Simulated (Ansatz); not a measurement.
**(SiC)1(AlN)3 [001] superlattice, started as zinc blende: phonons and vibrational spectra**

Wanted: vibrations and spectra of (SiC)1(AlN)3 [001] superlattice, started as zinc blende; the cell is already relaxed.

Program: Ansatz 0.2.0. Level of theory: DFT PBEsol, scalar-relativistic, plane waves, PAW. Results are calculated unless marked as measured.

The structure was built from a prototype and need not be the compound's stable phase.

## (1) Starting point

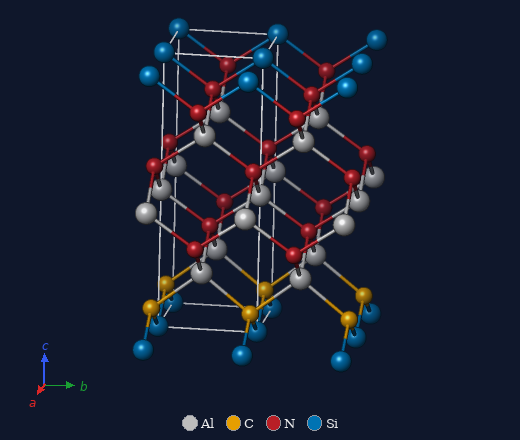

Start, viewed slightly off an axis; aluminium light grey, carbon orange, nitrogen red, silicon blue. 2×2×1 cells are drawn. Some periodic images of atoms are drawn too.

## (2) Linear response at the zone centre

The cell comes from relaxations at this level that are not shown. The zone centre is the only wavevector solved here; it holds the modes that light can see, as far as symmetry allows. The response to a homogeneous field gives the Born charges and the dielectric tensor, and its change with displacement the Raman tensors.

Input file input.yaml:

```yaml
crystal:
  lattice:
    - [2.1878402428, 2.1878402428, 0.0]
    - [-2.1908984258, 2.1908984258, 0.0]
    - [0.0, 0.0, 8.7431859878]
  atoms:
    - { symbol: Al, position: [0.5, 0.5, 0.2492765107] }
    - { symbol: Al, position: [0.0, 0.0, 0.5004884983] }
    - { symbol: Al, position: [0.5, 0.5, 0.7504414905] }
    - { symbol: C, position: [0.5, 1.0, 0.1108255302] }
    - { symbol: "N", position: [0.0, 0.5, 0.3793790776] }
    - { symbol: "N", position: [0.5, 1.0, 0.6295102376] }
    - { symbol: "N", position: [0.0, 0.5, 0.8782320307] }
    - { symbol: Si, position: [0.0, 0.0, 0.0018466244] }
kpoints:
  mp_grid: { grid: [8, 8, 4] }
hamiltonian:
  xc: pbesol
scf:
  occupations: { method: fixed }
output:
  eigenvalues: true
phonons:
  method: dfpt
  dielectric: true
  rigid_motions: translations
  raman: true
```

Launch:

```console
$ ansatz run input.yaml --threads 8 --pin off --max-ram 14336MiB --backend cpu --events-out ev --progress --plain --runs-dir out
```

Numbers of over 12 decimals in the logs are rounded to 6 here.

The program printed:

```text
Engine: ansatz 0.2.0, aarch64-unknown-linux-gnu
Pseudopotentials: kind: paw
Pseudopotential: Al, paw, valence charge 3, recommended cutoff 420 eV (normal), Al.paw.azcp
Pseudopotential: C, paw, valence charge 4, recommended cutoff 420 eV (normal), C.paw.azcp
Pseudopotential: N, paw, valence charge 5, recommended cutoff 420 eV (normal), N.paw.azcp
Pseudopotential: Si, paw, valence charge 4, recommended cutoff 420 eV (normal), Si.paw.azcp
Functional definition: PBEsol
  exchange = pbesol_x
  correlation = pbesol_c
Crystal: 8 atoms, lattice volume = 83.818 Å³
Basis set: ecut = 420 eV, 1653 PW (Γ), exchange–correlation on 48×48×120 points (8 copies of the dense FFT grid, shifted against one another)
Bands: 24, of which v1, the nominal top of the filled ones, is band 16 counted from 1 (15 counted from 0)
Symmetry: 4 space group operations
k-points: 132 of 256 (irreducible under 1 space group operation, time reversal used)
Non-local potential: Al, projectors of the file, l = 0: 2, l = 1: 2, l = 2: 1
Non-local potential: C, projectors of the file, l = 0: 2, l = 1: 2, l = 2: 1
Non-local potential: N, projectors of the file, l = 0: 2, l = 1: 2, l = 2: 1
Non-local potential: Si, projectors of the file, l = 0: 2, l = 1: 2, l = 2: 2
PAW form: soft (Blöchl's): semilocal exchange-correlation on the pseudo side does not see the compensation charge
PAW frozen core: Al, regenerated for the run's functional, and the local potential with it (the file was generated under x = pbe(κ = 0.804, μ = 0.219515), c = pbe(β = 0.066725))
PAW frozen core: C, regenerated for the run's functional, and the local potential with it (the file was generated under x = pbe(κ = 0.804, μ = 0.219515), c = pbe(β = 0.066725))
PAW frozen core: N, regenerated for the run's functional, and the local potential with it (the file was generated under x = pbe(κ = 0.804, μ = 0.219515), c = pbe(β = 0.066725))
PAW frozen core: Si, regenerated for the run's functional, and the local potential with it (the file was generated under x = pbe(κ = 0.804, μ = 0.219515), c = pbe(β = 0.066725))
PAW one-centre angular grid: Al, 110 points (default); XC on 64 Gauss nodes
PAW one-centre angular grid: C, 110 points (default); XC on 64 Gauss nodes
PAW one-centre angular grid: N, 110 points (default); XC on 64 Gauss nodes
PAW one-centre angular grid: Si, 110 points (default); XC on 64 Gauss nodes
Initial density: superposition of atomic densities (neutral atoms: chi_scale 0, normalization atom), corrected by the library's trained network
Initial wavefunctions: pseudopotential atomic-orbital guess
Functional: x = pbesol(κ = 0.804, μ = 0.123457), c = pbesol(β = 0.046)
SCF iter   1: F=—  HF=-3585.738865 eV  |F-HF|=—  |Δ(HF+E_count)|=         —  Δρ=9.61e-3  dr2=1.01e-1  ethr=1.77e-3  ⟨swp⟩=4.3  Hψ=14179  notcnv=0  defer=721
preconditioner: auto → Resta (q_TF=auto, 2.324 Å⁻¹)  ε∞=4.3  [insulator: Δε(μ)=0.775 eV  Ē_g=12.636 eV  n_scr=18 (ndim 8)  ℏωp=22.9 eV  f_vac=0.000  ε∞_Penn≈4.3]
SCF iter   2: F=—  HF=-3585.712325 eV  |F-HF|=—  |Δ(HF+E_count)|=   2.65e-2  Δρ=2.34e-3  dr2=5.35e-3  ethr=3.15e-4  ⟨swp⟩=2.7  Hψ=6088  notcnv=0  defer=788
SCF iter   3: F=—  HF=-3585.711194 eV  |F-HF|=—  |Δ(HF+E_count)|=   1.13e-3  Δρ=1.13e-3  dr2=1.41e-3  ethr=1.67e-5  ⟨swp⟩=2.9  Hψ=4505  notcnv=0  defer=792
SCF iter   4: F=—  HF=-3585.710858 eV  |F-HF|=—  |Δ(HF+E_count)|=   3.36e-4  Δρ=2.78e-4  dr2=6.65e-5  ethr=4.39e-6  ⟨swp⟩=2.7  Hψ=4423  notcnv=0  defer=792
SCF iter   5: F=—  HF=-3585.710850 eV  |F-HF|=—  |Δ(HF+E_count)|=   8.42e-6  Δρ=8.96e-5  dr2=5.93e-6  ethr=2.08e-7  ⟨swp⟩=2.1  Hψ=4436  notcnv=0  defer=572
SCF iter   6: F=—  HF=-3585.710849 eV  |F-HF|=—  |Δ(HF+E_count)|=   1.16e-6  Δρ=4.22e-5  dr2=1.36e-6  ethr=1.85e-8  ⟨swp⟩=2.0  Hψ=4782  notcnv=0  defer=455
SCF iter   7: F=—  HF=-3585.710849 eV  |F-HF|=—  |Δ(HF+E_count)|=   4.01e-7  Δρ=8.19e-6  dr2=3.54e-8  ethr=4.26e-9  ⟨swp⟩=2.2  Hψ=4664  notcnv=0  defer=437
SCF iter   8: F=—  HF=-3585.710849 eV  |F-HF|=—  |Δ(HF+E_count)|=   8.50e-9  Δρ=1.28e-6  dr2=1.46e-9  ethr=1.11e-10  ⟨swp⟩=2.6  Hψ=4829  notcnv=0  defer=437
SCF iter   9: F=—  HF=-3585.710849 eV  |F-HF|=—  |Δ(HF+E_count)|=  1.64e-11  Δρ=6.51e-7  dr2=3.70e-10  ethr=4.55e-12  ⟨swp⟩=2.0  Hψ=4556  notcnv=0  defer=437
SCF iter  10: F=-3585.710849 eV  HF=-3585.710849 eV  |F-HF|=1.41e-11  |Δ(HF+E_count)|=  7.09e-11  Δρ=1.89e-7  dr2=2.79e-11  ethr=1.00e-12  ⟨swp⟩=13.8  Hψ=21539  notcnv=0
SCF 1 converged in 10 iterations: F = -3585.710849 eV  dr2 = 2.79e-11
  greatest PAW one-centre occupation: 0.786 electrons in one spin orbital (limit 2), on the N atom at site 5 (counted from 0), in its partial waves of l = 0
DFPT response loops at Γ: preconditioner auto → Resta (q_TF=auto, 2.324 Å⁻¹)  ε∞=9.0 (no band partly filled); β = 1.00, the filter's whole step (`scf.mixing.beta` (0.50) is not read by the response loops at its default; to damp them type it under 1.00, their step now; it binds the ground state too); Broyden in place of MSR1
── the response to a field inside a basis, on 12×12×4 k-points: an SCF that follows is theirs, and a resumed run solves both again ──
Bands: 17, of which v1, the nominal top of the filled ones, is band 16 counted from 1 (15 counted from 0)
k-points: 72 of 576 (time reversal used)
Initial density: handed on by an earlier stage of this run
Initial wavefunctions: pseudopotential atomic-orbital guess (no wavefunctions were taken with the density)
Eigensolver: Dense (72 Hₖ)
SCF iter   1: F=—  HF=-3585.702230 eV  |F-HF|=—  |Δ(HF+E_count)|=         —  Δρ=2.89e-4  dr2=1.31e-5  ethr=1.00e-1
preconditioner: auto → Resta (q_TF=auto, 2.324 Å⁻¹)  ε∞=6.3  [insulator: Δε(μ)=1.071 eV  Ē_g=9.980 eV  n_scr=18 (ndim 8)  ℏωp=22.9 eV  f_vac=0.000  ε∞_Penn≈6.3]
SCF iter   2: F=—  HF=-3585.702235 eV  |F-HF|=—  |Δ(HF+E_count)|=   5.15e-6  Δρ=1.43e-4  dr2=3.19e-6  ethr=4.08e-8
SCF iter   3: F=—  HF=-3585.702237 eV  |F-HF|=—  |Δ(HF+E_count)|=   2.41e-6  Δρ=3.28e-5  dr2=2.57e-7  ethr=9.96e-9
SCF iter   4: F=—  HF=-3585.702237 eV  |F-HF|=—  |Δ(HF+E_count)|=   7.32e-8  Δρ=3.02e-6  dr2=5.07e-9  ethr=8.03e-10
SCF iter   5: F=—  HF=-3585.702237 eV  |F-HF|=—  |Δ(HF+E_count)|=   1.52e-9  Δρ=1.39e-6  dr2=1.38e-9  ethr=1.58e-11
SCF iter   6: F=-3585.702237 eV  HF=-3585.702237 eV  |F-HF|=2.23e-11  |Δ(HF+E_count)|=  5.18e-11  Δρ=2.95e-7  dr2=6.82e-11  ethr=4.30e-12
SCF 1 converged in 6 iterations: F = -3585.702237 eV  dr2 = 6.82e-11
  greatest PAW one-centre occupation: 0.785 electrons in one spin orbital (limit 2), on the N atom at site 5 (counted from 0), in its partial waves of l = 0
[...]
k-point 131: bands = [... 12 lower, 4.6062, 4.9696, 5.5810, 5.8213, 10.9782, 11.3975, 11.6102, 12.0746, ... 4 higher]
--- Phonons (Γ-DFPT): 16 representative perturbations + reference, on 132 of 256 k-points (Σ response iterations 48) ---
  k mesh reduced under 1 symmetry operation, with k and −k counted as one. Each operation leaves every solved perturbation unchanged. A smaller set is not considered because the run solves the response to a homogeneous field
  ASR residual: 2.244e-4 → 0.000e0 eV/Å²; symmetrization residual: 1.894e-6 eV/Å²
  ASR residual per site (eV/Å²): 1.10e-5 2.96e-5 3.51e-5 1.45e-5 6.71e-5 1.99e-4 2.24e-4 1.81e-5
  Γ frequencies (cm⁻¹): 0.00 0.00 0.00 229.17 229.61 254.46 256.97 330.96 331.83 343.31 357.11 519.37 578.05 600.98 610.60 659.37 668.28 687.06 696.19 701.98 721.34 820.70 877.01 888.05
  ε∞ (high-frequency dielectric tensor):
        5.342639     0.071286     0.000000
        0.071286     5.342639     0.000000
        0.000000     0.000000     5.269145
  ε⁰ (static dielectric tensor: ions relaxed, cell fixed):
        9.985934    -0.471900     0.000000
       -0.471900     9.985934    -0.000000
        0.000000    -0.000000     9.373624
  ε⁰ − ε∞ (ionic part):
        4.643296    -0.543186     0.000000
       -0.543186     4.643296    -0.000000
        0.000000    -0.000000     4.104480
  softest optical mode at Γ: 229.17 cm⁻¹; the repairs (sum rule, projections) moved no ω² at Γ by more than (2.32 cm⁻¹)²
  Born effective charges Z* (e; rows j = field, columns β = displacement):
    site 0:
         2.39566   -0.01285    0.00000
        -0.01285    2.39566    0.00000
         0.00000   -0.00000    2.43564
    site 1:
         2.55070    0.00666    0.00000
         0.00666    2.55070    0.00000
         0.00000    0.00000    2.84263
    site 2:
         2.52502   -0.03371    0.00000
        -0.03371    2.52502   -0.00000
         0.00000    0.00000    2.98641
    site 3:
        -2.84309   -0.27930   -0.00000
        -0.27930   -2.84309   -0.00000
        -0.00000   -0.00000   -2.24427
    site 4:
        -2.58175   -0.01349   -0.00000
        -0.01349   -2.58175   -0.00000
        -0.00000   -0.00000   -2.78896
    site 5:
        -2.58009   -0.02260   -0.00000
        -0.02260   -2.58009    0.00000
        -0.00000   -0.00000   -2.89175
    site 6:
        -2.73445    0.25299   -0.00000
         0.25299   -2.73445    0.00000
        -0.00000    0.00000   -2.55637
    site 7:
         3.26800    0.10231    0.00000
         0.10231    3.26800    0.00000
         0.00000    0.00000    2.21667
  Z* charge neutrality: 3.748e-3 e pre-enforcement
  solved inside a basis spanned on kpoints, on 12×12×4 k-points: ε∞ is read to err by 2.6e-2, Z* by 1.7e-2 e (field_mesh: kpoints solves on kpoints); Z* is corrected for what the basis lacks
  Raman tensors (in the event stream and the table raman_tensors.tsv): an entry may err by 2.0e0 Å², one of the second-order susceptibility by 1.5e0 pm/V (basis, points and sum rule); their sum over the sites missed zero by 1.912e-4 Å² ahead of its enforcement
  optical modes at Γ without the LO–TO term, one row a degenerate level:
      ω (cm⁻¹)  modes    IR ((D/Å)²/amu)  static Raman (Å⁴/amu)  depolarisation
        229.17      1             0.0002                 1.3850           0.750
        229.61      1             0.4350                 2.1157           0.750
        254.46      1             0.0092                 0.5878           0.750
        256.97      1             0.0066                 0.0101           0.750
        330.96      1             0.4650                 0.0000               —
        331.83      1             0.0381                 1.5508           0.750
        343.31      1             0.0123                 1.0015           0.182
        357.11      1             0.0328                 4.5968           0.029
        519.37      1            25.8893                14.7557           0.750
        578.05      1             3.8012                17.7120           0.159
        600.98      1            27.9955                17.2679           0.750
        610.60      1             5.0022                 1.3729           0.750
        659.37      1            59.0387                11.9824           0.709
        668.28      1            15.4266                 3.3155           0.750
        687.06      1             2.2203                 7.9158           0.750
        696.19      1            20.7630                13.2308           0.750
        701.98      1            23.5082                 6.7726           0.750
        721.34      1             5.8703                 8.4170           0.145
        820.70      1             0.0175                36.4484           0.083
        877.01      1             1.8944                45.9008           0.119
        888.05      1            27.7328                 2.0959           0.750
  optical modes at Γ + LO–TO along q̂ = [1.0000, 0.0000, 0.0000]:
      ω (cm⁻¹)  modes    IR ((D/Å)²/amu)  static Raman (Å⁴/amu)  depolarisation
        229.17      1             0.0003                 1.3853           0.750
        230.73      1             0.2462                 1.7045           0.750
        254.48      1             0.0061                 0.5861           0.750
        256.99      1             0.0039                 0.0078           0.750
        331.58      1             0.2269                 0.5321           0.750
        332.05      1             0.0504                 1.0366           0.750
        343.31      1             0.0123                 1.0015           0.182
        357.11      1             0.0328                 4.5968           0.029
        538.78      1            20.5665                 9.6149           0.750
        578.05      1             3.8012                17.7120           0.159
        608.71      1             0.2577                 1.1669           0.750
        628.05      1            11.9165                12.1134           0.750
        659.37      1            59.0387                11.9824           0.709
        675.72      1            24.5601                11.2633           0.750
        687.72      1             0.2659                 2.5067           0.750
        699.01      1             0.1114                 0.9058           0.750
        721.34      1             5.8703                 8.4170           0.145
        795.80      1            34.9060                23.3683           0.750
        820.70      1             0.0175                36.4484           0.083
        877.01      1             1.8944                45.9008           0.119
[...]
optical modes at Γ + LO–TO along q̂ = [0.0000, 1.0000, 0.0000]:
      ω (cm⁻¹)  modes    IR ((D/Å)²/amu)  static Raman (Å⁴/amu)  depolarisation
[...]
optical modes at Γ + LO–TO along q̂ = [0.0000, 0.0000, 1.0000]:
      ω (cm⁻¹)  modes    IR ((D/Å)²/amu)  static Raman (Å⁴/amu)  depolarisation
[...]
330.96      1             0.4650                 0.0000               —
[...]
581.87      1             0.2145                15.8347           0.142
        600.98      1            27.9955                17.2679           0.750
        610.60      1             5.0022                 1.3729           0.750
        668.28      1            15.4266                 3.3155           0.750
        687.06      1             2.2203                 7.9158           0.750
        696.19      1            20.7630                13.2308           0.750
        701.98      1            23.5082                 6.7726           0.750
        714.39      1             0.6174                 6.1850           0.012
        820.54      1             0.1511                38.6407           0.094
        848.90      1            25.1161                13.2017           0.215
        888.05      1            27.7328                 2.0959           0.750
        911.18      1            44.5579                74.3996           0.296
[key lines of the parts left out:]
SCF converged after 10 iterations
Free energy (F): -3585.710849 eV
Fermi energy:    9.156695 eV
```

It took 2.8 min on 8 threads of Arm Neoverse V2, shared host; peak memory 2.5 GiB; 21 min of CPU time.

The column dr2 measures how far the density is from self-consistency, as an energy; F and HF (Harris–Foulkes) agree once it is small.

This step gave:

```yaml
gap_on_the_k_mesh: 0.7413 eV
volume_per_atom: 10.48 Å³
sum_rule_residual_before_enforcement: 2.24e-4 eV/Å²
miss_of_the_charge_sum_rule: 0.003748 e
estimated_error_of_the_dielectric_tensor: 0.02620
estimated_error_of_the_born_charges: 0.01677 e
point_group: mm2
highest_optical_mode_at_the_zone_centre_no_lo_to_term: 888.0 cm⁻¹
lowest_optical_zone_centre_mode: 229.2 cm⁻¹
mean_high_frequency_dielectric_constant: 5.318
largest_born_charge_third_of_the_trace: 2.918 e
mean_static_dielectric_constant: 9.782
top_of_the_zone_centre_spectrum_with_the_field: 967.8 cm⁻¹
```

Without the LO-TO term. Patterns of degenerate modes are one choice out of their space. The modes at Γ (shares of kinetic energy by element, %):

```tsv
mode	frequency (cm⁻¹)	symmetry	Al %	C %	N %	Si %
1	0.0	acoustic	50	7	26	17
2	0.0	acoustic	50	7	26	17
3	0.0	acoustic	50	7	26	17
4	229.2	B1	48	7	21	25
5	229.6	B2	41	5	17	36
6	254.5	B1	69	4	19	7
7	257.0	B2	67	4	22	7
8	331.0	B2	61	6	9	23
9	331.8	B1	59	8	10	23
10	343.3	A1	46	12	16	26
11	357.1	A1	61	0	32	8
12	519.4	B2	3	0	81	15
13	578.0	A1	79	1	2	18
14	601.0	B1	29	0	71	0
15	610.6	B1	23	0	77	0
16	659.4	A1	23	1	66	10
17	668.3	B1	22	1	76	1
18	687.1	B2	25	19	55	0
19	696.2	B2	28	0	72	0
20	702.0	B2	24	57	18	0
21	721.3	A1	6	16	78	0
22	820.7	A1	26	1	67	5
23	877.0	A1	10	61	13	16
24	888.0	B1	0	73	0	26
```

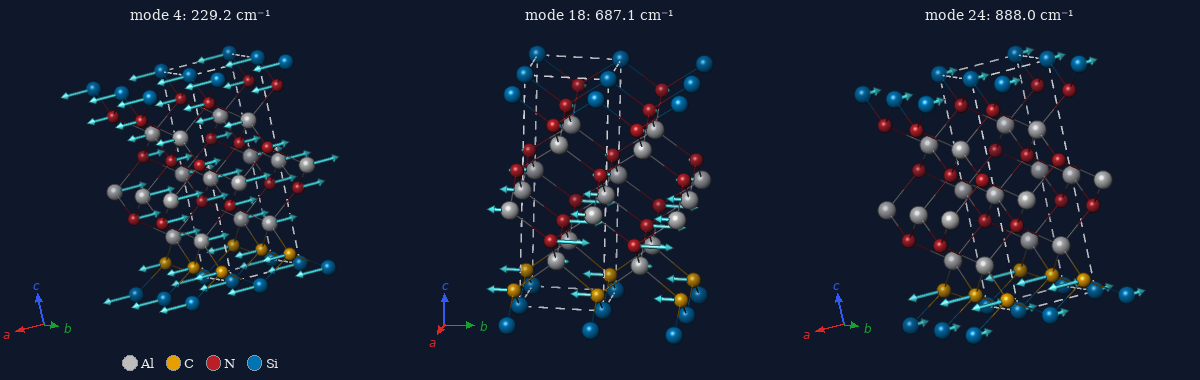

Displacement patterns of modes 4, 18 and 24 at Γ; arrows are exaggerated. 2×2×1 cells are drawn. Some periodic images of atoms are drawn too.

Optical modes at the zone centre, without and with the macroscopic field of the longitudinal modes; each column is sorted by frequency, so a row need not hold one and the same mode. Modes with and without the field, by row:

```tsv
rank among optical modes	no field (cm⁻¹)	q along (1, 0, 0) (cm⁻¹)	q along (0, 0, 1) (cm⁻¹)
1	229.2	229.2	229.2
2	229.6	230.7	229.6
3	254.5	254.5	254.5
4	257	257	257
5	331	331.6	331
6	331.8	332.1	331.8
7	343.3	343.3	343.4
8	357.1	357.1	357.2
9	519.4	538.8	519.4
10	578	578	581.9
11	601	608.7	601
12	610.6	628	610.6
13	659.4	659.4	668.3
14	668.3	675.7	687.1
15	687.1	687.7	696.2
16	696.2	699	702
17	702	721.3	714.4
18	721.3	795.8	820.5
19	820.7	820.7	848.9
20	877	877	888
21	888	967.8	911.2
```

Born charge (rows field, columns displacement) (e), principal values of the symmetric part by kind of site:

```tsv
atom	atoms with these values	low	middle	high	mean
Al1	1	2.38	2.41	2.44	2.41
Al2	1	2.54	2.56	2.84	2.65
Al3	1	2.49	2.56	2.99	2.68
C4	1	-3.12	-2.56	-2.24	-2.64
N5	1	-2.79	-2.60	-2.57	-2.65
N6	1	-2.89	-2.60	-2.56	-2.68
N7	1	-2.99	-2.56	-2.48	-2.68
Si8	1	2.22	3.17	3.37	2.92
```

In full for Si8:

```
3.27 0.10 0.00
0.10 3.27 0.00
0.00 0.00 2.22
```

High-frequency dielectric tensor:

```
5.34 0.07 0.00
0.07 5.34 0.00
0.00 0.00 5.27
```

Static dielectric tensor (ions relaxed, fixed cell):

```
 9.99 -0.47  0.00
-0.47  9.99  0.00
 0.00  0.00  9.37
```

(Part 1 of 2 ends here.)

[Logs are printed without paths, hosts, clocks, repeated set-up lines and the standing remarks that a program may print on its own settings, such as how far it seeks lower states.]

[Hosts, paths, dates, database ids (printed as entryN), source tags and the programs' standing remarks are cut or masked in the printed files.]
